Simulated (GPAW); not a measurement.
# Surface energy and work function of Li(100) from slabs of 4 to 14 layers (LDA)

How do energy and work function of Li(100) films settle with thickness, and what surface energy follows?

Set-up. GPAW 26.7.0, plane waves at 450 eV with PAW setups; symmetric 1×1 slabs cut at the tabulated lattice constant (two decimals; low-temperature values for the alkali metals), atoms at bulk places, 7.5 Å of vacuum on each side, one in-plane mesh for all thicknesses, Fermi-Dirac smearing of 0.1 eV. Energies are extrapolated to zero smearing and count from the program's reference atoms. Functional LDA. The cell's area is 12.180 Å².

What came out, but for one run:

```tsv
layers	energy (eV)	work function (eV)
4	−7.3249	3.18
5	−9.3468	3.05
6	−11.3772	3.11
7	−13.3937	3.12
8	−15.4233	3.07
9	−17.4437	3.12
10	−19.4681	3.09
11	−21.4930	3.10
12	−23.5132	3.11
14	?	?
```

Q: What surface energy do these runs give, and what energy and work function should the 14-layer slab have?

**Working.** A slab of n layers has E(n) = nε + 2Aγ once its middle is bulk-like. A line through n = 6 to 12 has the slope ε = −2.0233 eV a layer and the intercept 2Aγ = 0.7648 eV (r.m.s. residual 2.2 meV). So γ = 0.7648 / (2 × 12.180 Å²) = 0.0314 eV/Å² = 0.50 J/m², with a standard error of under 0.01 J/m² from the scatter about the line. For 14 layers: 0.7648 + 14 × (−2.0233) = −27.561 eV; the run gives −27.563 eV, 1.8 meV under the line. The work function has no such law: from 6 to 12 layers it moves between 3.07 and 3.12 eV (mean 3.10), and the 14-layer slab gives 3.11 eV. The thinnest slab, 4 layers, lies +0.08 eV from that mean. The values go up and down with thickness, as expected where levels confined across the film cross the Fermi level one by one.

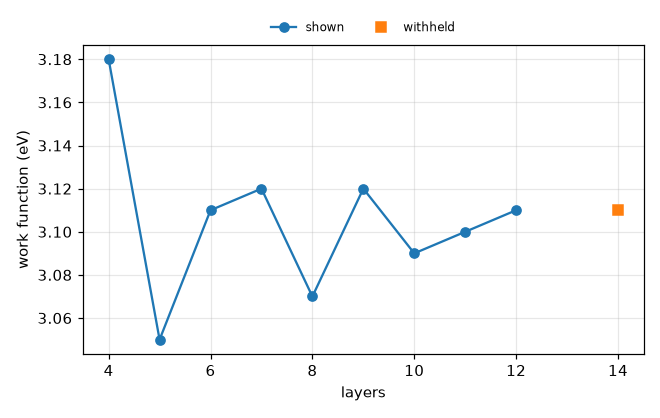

Work function against thickness.

**Limits.** The surfaces are unrelaxed, so γ is an upper bound for this functional and lattice constant. The tabulated lattice constant isn't the functional's own, which strains the slab a little.

[Logs are printed without paths, hosts, clocks, repeated set-up lines and the standing remarks that a program may print on its own settings, such as how far it seeks lower states.]
